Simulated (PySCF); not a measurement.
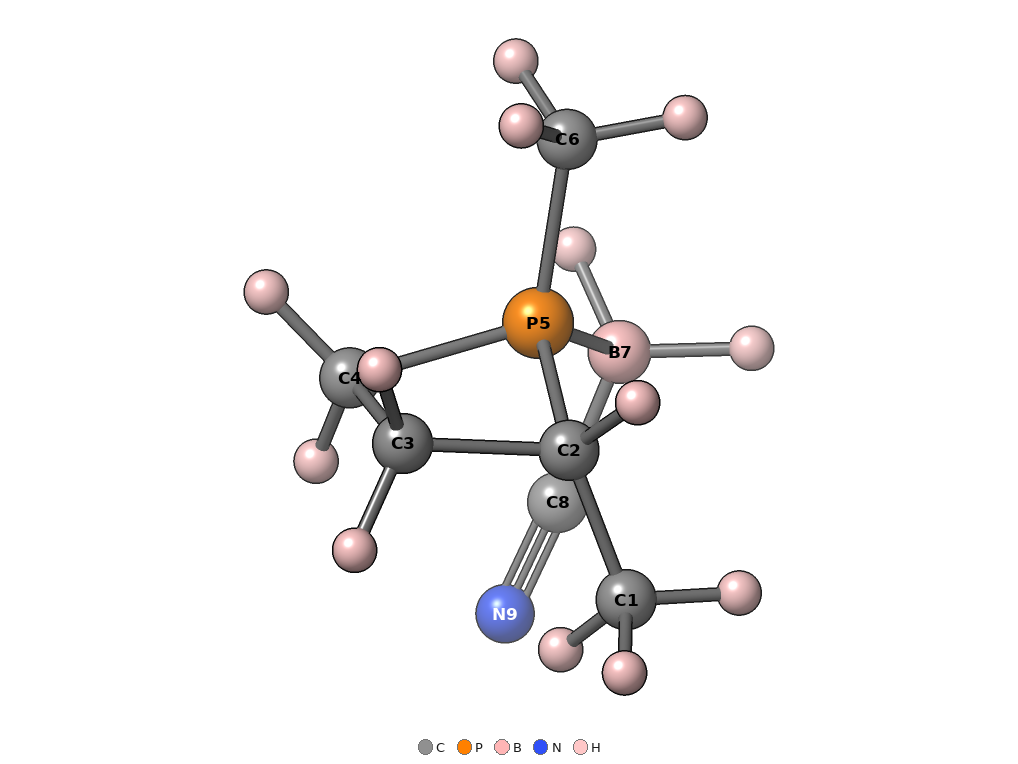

Depth is shown by fading: the farther an atom, the more it takes the colour of the background. Computed geometry: PBE0-D3(BJ)/def2-SVP optimisation. No frequency run is at hand to confirm it as a minimum.

How is the 4-membered ring C2–C3–C4–P5 puckered?

It is puckered (butterfly). The Cremer–Pople amplitude Q is 0.22 Å.

Give the torsion angles round the ring, beginning with the bond from its second to its third atom.

−16°, 14°, −14°, 16°.
